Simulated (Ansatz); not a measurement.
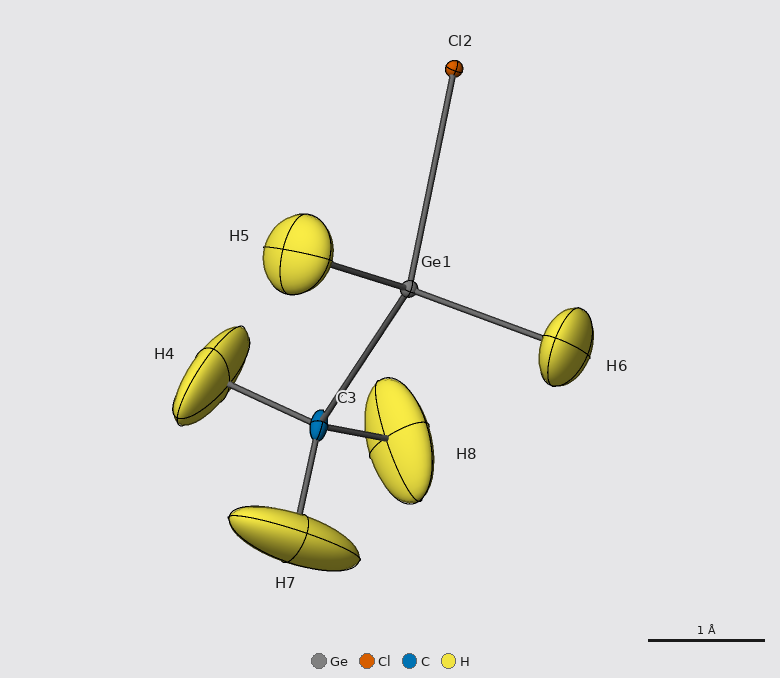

Displacement ellipsoids at the 50 % level, enlarged 1.5 times, from the internal vibrations of the free molecule (harmonic, no overall translation or rotation; no half-axis is drawn under 0.075 Å). Vibrations computed with RKS PBE0-D4/def2-TZVP (Ansatz 0.2.0). Temperature: 100 K.

List U_eq and the three principal root-mean-square amplitudes for each kind of atom.

```tsv
atom	U_eq (Å²)	rms amplitudes (Å)
Ge1	0.00021	0.008, 0.012, 0.020
Cl2	0.00057	0.011, 0.024, 0.032
C3	0.0021	0.021, 0.040, 0.065
H4, H8	0.0309	0.077, 0.140, 0.259
H5, H6	0.0186	0.088, 0.153, 0.157
H7	0.0335	0.092, 0.153, 0.262
```
